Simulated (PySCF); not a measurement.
## CH₆F₂Ge₂: NMR shielding calculation

System: CH₆F₂Ge₂, SMILES [F][GeH2][C@H](F)[GeH3].
Method: GIAO PBE0/6-31G* NMR shielding, non-relativistic, gas phase (PySCF 2.14.0).

The geometry comes from this level: PBE0-D3(BJ)/def2-SVP. Figures and captions count atoms from 1; the log counts them from 0 in places.

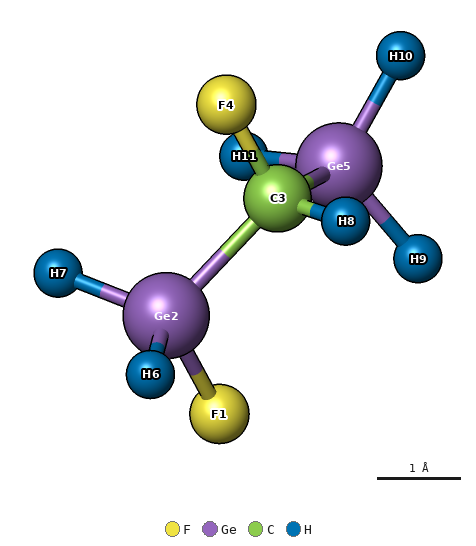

*The structure as given in the input (ball-and-stick view, seen at a tilt; atoms are numbered from 1 in the order of the input). Sticks mark near contacts.*

### The input
```
{"job": {"kind": "nmr", "xc": "PBE0", "basis": "6-31G*", "pop": true}, "charge": 0, "multiplicity": 1}
F      1.463831    -0.630509    -1.683040
Ge     1.565694    -0.578251     0.064268
C      0.070259     0.573750     0.606709
F     -0.164330     0.324867     1.955892
Ge    -1.582719     0.234230    -0.428993
H      2.953732    -0.011392     0.402387
H      1.353369    -2.010005     0.575242
H      0.349555     1.635390     0.492111
H     -1.431540     0.818988    -1.840206
H     -2.745122     0.912980     0.314364
H     -1.827260    -1.282087    -0.498374
```

The first line tells a small driver script what to run in PySCF; the rest is the geometry in Å.

### The program's output
```
coarse grid: 45448 points
cycle   1  E = -4393.9470422927  dE = -9.638e-01  |g| = 8.671e-01  |ddm| = 3.029e+00
cycle   2  E = -4393.7670502729  dE =  1.800e-01  |g| = 1.382e+00  |ddm| = 1.600e+00
cycle   3  E = -4394.0553013856  dE = -2.883e-01  |g| = 1.394e-01  |ddm| = 1.055e+00
cycle   4  E = -4394.0580294622  dE = -2.728e-03  |g| = 3.763e-02  |ddm| = 1.203e-01
cycle   5  E = -4394.0582351095  dE = -2.056e-04  |g| = 9.873e-03  |ddm| = 3.253e-02
cycle   6  E = -4394.0582501269  dE = -1.502e-05  |g| = 2.694e-03  |ddm| = 8.543e-03
cycle   7  E = -4394.0582511590  dE = -1.032e-06  |g| = 5.820e-04  |ddm| = 1.915e-03
final grid: 92728 points
cycle   8  E = -4394.0581706698  dE =  5.987e-08  |g| = 8.144e-04  |ddm| = 1.285e-03
cycle   9  E = -4394.0581704875  dE =  1.823e-07  |g| = 1.208e-03  |ddm| = 1.685e-03
cycle  10  E = -4394.0581708312  dE = -3.436e-07  |g| = 7.213e-05  |ddm| = 9.717e-04
cycle  11  E = -4394.0581708321  dE = -9.495e-10  |g| = 7.802e-06  |ddm| = 6.222e-05
```

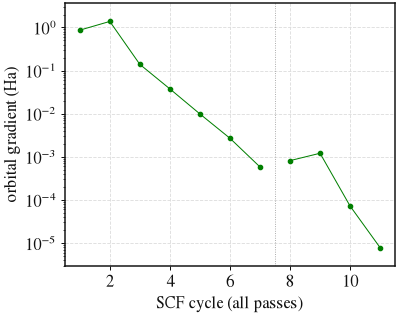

*Convergence of the self-consistent field: orbital gradient against the SCF cycle. The dotted line marks the change from a coarse to the final integration grid.*

The first 7 cycles use a coarse grid, the final grid takes over at cycle 8, and the field converges after 11 cycles in all.

```
converged SCF energy = -4394.0581708321

GIAO shielding tensors (ppm)
atom      isotropic    diamagn.    paramagn.     s11        s22        s33       span
  0 F      424.543     465.644     -41.100    400.607    420.328    452.694     52.087
  1 Ge    1513.516    2758.184   -1244.668   1429.889   1488.393   1622.265    192.376
  2 C      115.832     238.694    -122.862     61.089     94.935    191.472    130.383
  3 F      474.858     468.449       6.410    444.986    469.413    510.176     65.190
  4 Ge    1702.105    2759.520   -1057.414   1640.650   1697.964   1767.703    127.053
  5 H       25.902      27.570      -1.668     19.478     20.731     37.497     18.019
  6 H       26.106      28.638      -2.532     20.791     21.031     36.495     15.704
  7 H       26.580      27.632      -1.051     24.696     26.089     28.956      4.259
  8 H       27.729      28.860      -1.131     21.157     23.418     38.612     17.455
  9 H       27.562      28.178      -0.616     21.297     22.510     38.880     17.583
 10 H       27.606      29.403      -1.798     21.085     23.976     37.755     16.669
```

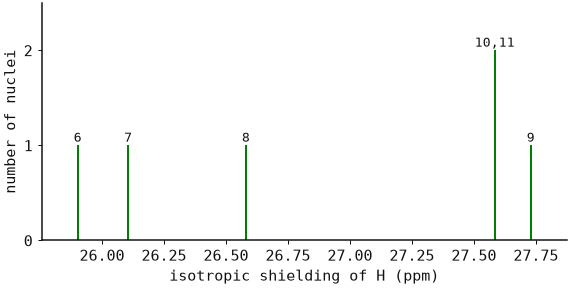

*Isotropic shieldings of the hydrogen nuclei in this fixed geometry, labelled by atom number; shielding grows to the right, so chemical shift grows to the left.*

The least shielded is H6 (25.9 ppm), the most shielded H9 (27.7 ppm).

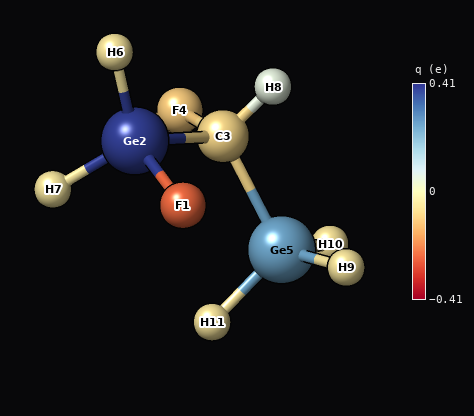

*Hirshfeld charges, as the colour of each atom (ball-and-stick view, seen at a tilt; atoms are numbered from 1 in the order of the input).*

By element: F −0.25 to −0.11, Ge +0.25 to +0.39, C −0.08 and H −0.06 to +0.05 e.

### Summary

- outcome: converged
- total energy: −4394.058171 hartree
- HOMO: −8.02 eV
- LUMO: −0.19 eV
- dipole moment: 1.01 D
- isotropic shielding, F: 424.5 to 474.9 ppm
- isotropic shielding, Ge: 1513.5 to 1702.1 ppm
- isotropic shielding, C: 115.8 ppm
- isotropic shielding, H: 25.9 to 27.7 ppm
- hardware: 1 CPU thread, shared host
- wall time: 21 s
- peak memory: 0.9 GiB

Spin–orbit coupling is left out, which matters for the heavy atoms.
